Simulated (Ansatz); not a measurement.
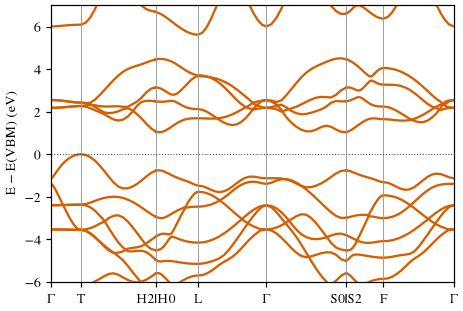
*Band structure from r²SCAN+D4 (plane waves, PAW; program Ansatz)*

The gap is 1.03 eV; an edge lies off the plotted path or next to a special point (maximum at T, minimum off the standard path).

The material is MoS₂ in space group R3m (No. 160; Mo on 3a, S on 3a, S on 3a).

The r²SCAN+D4 relaxation kept the symmetry of its start; of distortions, only those at the zone centre were tested. The run is not spin-polarised. Spin–orbit coupling is left out wherever it is not named.

Potentials: the later of the program's two PAW sets.
